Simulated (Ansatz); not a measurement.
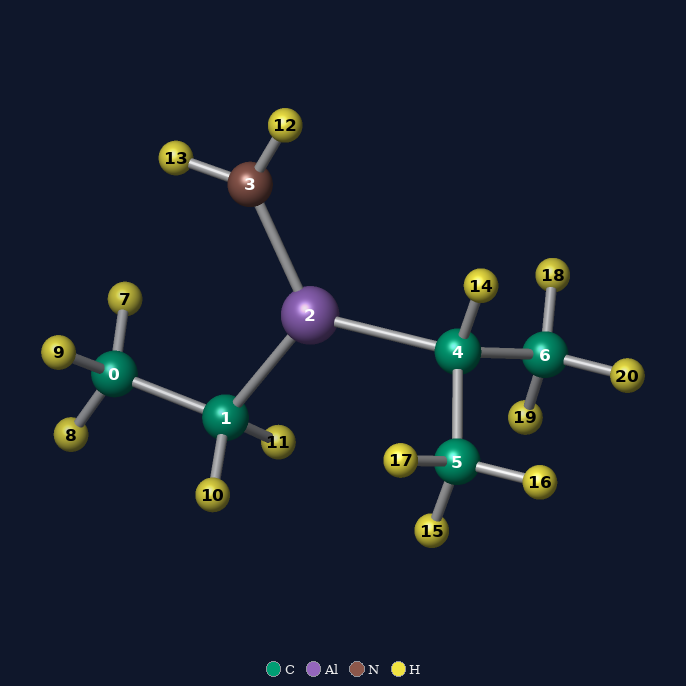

The structure as it stands in the input. Atoms are numbered from 0, in the order of the input.

Ansatz 0.2.0 input:

```yaml
crystal:
  periodic: [false, false, false]
  atoms:
    - {symbol: C, position_ang: [-0.501806, -2.943684, -0.850015]}
    - {symbol: C, position_ang: [-0.475896, -1.425791, -1.029298]}
    - {symbol: Al, position_ang: [0.258111, -0.401763, 0.477209]}
    - {symbol: N, position_ang: [0.863578, -1.307652, 1.878614]}
    - {symbol: C, position_ang: [0.329567, 1.570137, 0.495777]}
    - {symbol: C, position_ang: [1.038282, 2.122864, -0.741305]}
    - {symbol: C, position_ang: [-1.073498, 2.169443, 0.615482]}
    - {symbol: H, position_ang: [-1.103826, -3.237291, 0.014867]}
    - {symbol: H, position_ang: [-0.918472, -3.460321, -1.720524]}
    - {symbol: H, position_ang: [0.502155, -3.347275, -0.689010]}
    - {symbol: H, position_ang: [0.096133, -1.164761, -1.929699]}
    - {symbol: H, position_ang: [-1.488811, -1.054665, -1.234753]}
    - {symbol: H, position_ang: [1.265897, -0.896202, 2.705101]}
    - {symbol: H, position_ang: [0.853079, -2.311165, 1.965858]}
    - {symbol: H, position_ang: [0.903216, 1.873399, 1.381818]}
    - {symbol: H, position_ang: [0.530039, 1.821838, -1.663842]}
    - {symbol: H, position_ang: [1.058295, 3.220328, -0.735543]}
    - {symbol: H, position_ang: [2.075139, 1.781224, -0.816998]}
    - {symbol: H, position_ang: [-1.584277, 1.858622, 1.531983]}
    - {symbol: H, position_ang: [-1.710037, 1.876754, -0.226959]}
    - {symbol: H, position_ang: [-1.041469, 3.266663, 0.618337]}
basis:
  gaussian: {orbitals: def2-TZVPP}
total_charge: 1
magnetization: {spin_polarized: true, initial_magnetization: 1}
hamiltonian: {xc: {name: B3LYP}, dispersion: d4}
```

Result:

```
Functional definition: B3LYP
  name "B3LYP"
  cite "Stephens, Devlin, Chabalowski & Frisch, J. Phys. Chem. 98, 11623 (1994) doi:10.1021/j100096a001"
  cite "Becke, Phys. Rev. A 38, 3098 (1988) doi:10.1103/PhysRevA.38.3098"
  cite "Lee, Yang & Parr, Phys. Rev. B 37, 785 (1988) doi:10.1103/PhysRevB.37.785"
  cite "Vosko, Wilk & Nusair, Can. J. Phys. 58, 1200 (1980) doi:10.1139/p80-159"
  parameter a0 = 0.2
  parameter ax = 0.72
  parameter ac = 0.81
  exchange = (1 - a0 - ax)*slater_x + ax*b88_x + a0*exact_x
  correlation = (1 - ac)*vwn_rpa_c + ac*lyp_c
2174 factors; their error is unknown
mean field evaluation 1: about -13464.2025 eV, gradient 8.8e1 eV
mean field evaluation 2: about -13424.7842 eV, gradient 1.1e2 eV
mean field evaluation 4: about -13497.1528 eV, gradient 8.1e0 eV
mean field evaluation 8: about -13497.4692 eV, gradient 4.5e-1 eV
mean field evaluation 16: about -13497.4463 eV, gradient 5.7e-3 eV
mean field evaluation 32: about -13497.4465 eV, gradient 2.2e-5 eV
mean field -13497.44646167 eV, -496.0220085685 hartree, gradient 6.8e-6 eV, S^2 0.758078; 3 other end points of the search recorded, 0 dependent functions left out
reference -13497.44681035 eV, -496.0220213822 hartree; 32, 31 occupied and 392, 393 virtual orbitals, 2174 factors
Total energy: -13498.08088786 eV, -496.0453233012 hartree
```
